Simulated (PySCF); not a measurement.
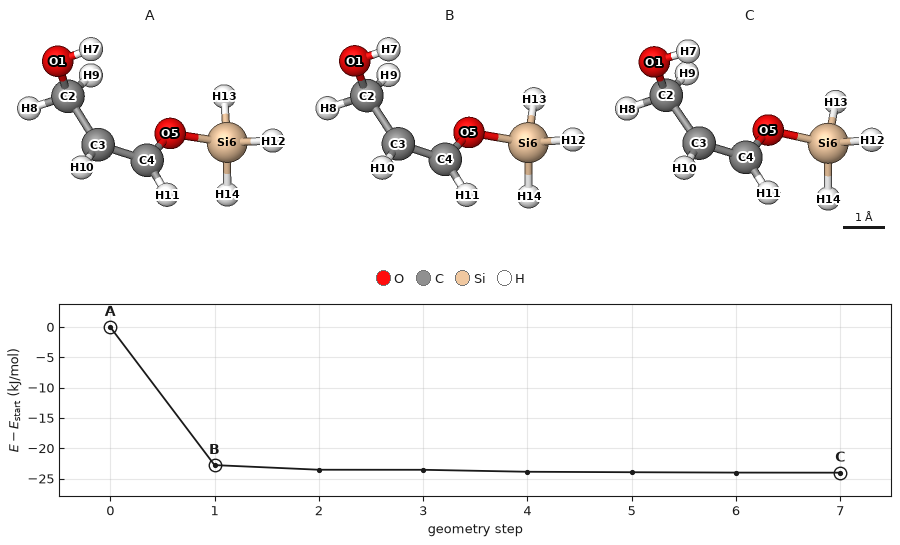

Frames of a relaxation of C₃H₈O₂Si, marked on the history of the run. The picture is a ball-and-stick view, seen at a tilt.

The start comes from GFN2-xTB. Its atoms were then displaced at random by about 0.01 Å.

Level of theory: PySCF, PBE0-D3(BJ)/def2-SVP geometry optimisation, gas phase. 

Q: What happens along the run?

A: The energy falls by 24.0 kJ/mol in 7 geometry steps. The largest move after the best rigid fit is that of H13, 0.36 Å. Largest moves by element: H 0.36 Å, O 0.14 Å, C 0.09 Å, Si 0.04 Å. Some distances before and after: O5–Si6 1.630 → 1.678 Å, C3–C4 1.381 → 1.337 Å, Si6–H14 1.452 → 1.494 Å, C4–O5 1.322 → 1.354 Å. Among the angles between lasting bonds that change: O5–Si6–H13 98.3° → 105.7°, C4–O5–Si6 131.7° → 125.7°, H13–Si6–H14 114.8° → 110.9°. From step 0 to 1: H13 moves most (0.28 Å), energy −22.8 kJ/mol. From step 1 to 7: H14 moves most (0.10 Å), energy −1.25 kJ/mol.

| step | E − E(0), kJ/mol |
| --- | --- |
| 0 | 0.00 |
| 1 | -22.77 |
| 2 | -23.54 |
| 3 | -23.54 |
| 4 | -23.87 |
| 5 | -23.94 |
| 6 | -24.01 |
| 7 | -24.02 |
